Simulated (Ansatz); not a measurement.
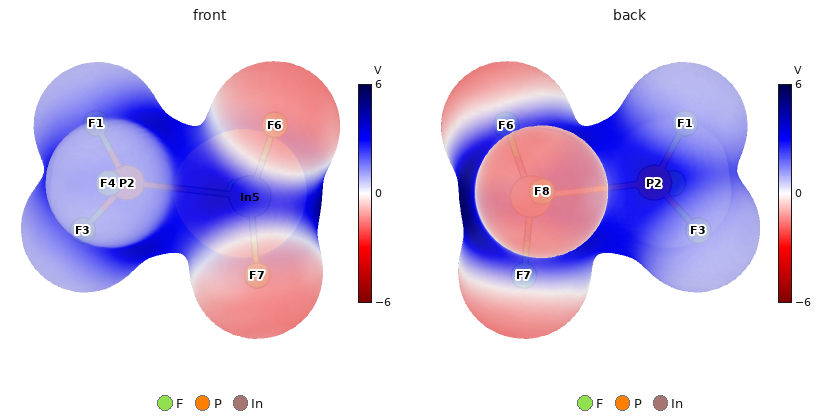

Figure 1: F$_{6}$InP (SMILES F[P+](F)(F)[In-]([F])([F])[F]). The electrostatic potential painted on the density surface at 0.004 e/bohr³, seen from the front and from behind; red is negative and blue positive.

Geometry: PBE0-D4/def2-TZVP; core potentials replace the inner electrons of In.

The calculation used RKS PBE0-D4/def2-TZVPP in Ansatz.

Input

```
crystal:
  periodic: [false, false, false]
  atoms:
    - {symbol: F, position_ang: [0.665662, -1.533606, 1.633459]}
    - {symbol: P, position_ang: [0.797391, -0.842571, 0.260699]}
    - {symbol: F, position_ang: [0.863415, -2.069368, -0.672131]}
    - {symbol: F, position_ang: [2.282349, -0.426043, 0.291148]}
    - {symbol: In, position_ang: [-1.073131, 1.134634, -0.353204]}
    - {symbol: F, position_ang: [-0.602065, 2.259745, 1.149218]}
    - {symbol: F, position_ang: [-0.334705, 1.524263, -2.098784]}
    - {symbol: F, position_ang: [-2.598927, -0.047054, -0.210405]}
basis:
  gaussian: {orbitals: def2-TZVPP}
hamiltonian: {xc: pbe0, dispersion: d4}
output: {orbitals: {seedname: orbitals}}
```

Run with:

```sh
ansatz run in.yaml --threads 4 --pin off --events-out ev --progress --plain --max-ram 11315MiB
```

Where is the surface potential most negative and most positive?

Answer. The most negative region (about −1.4 V) lies over F6, F7 and F8, the most positive (about +5.2 V) over In5.
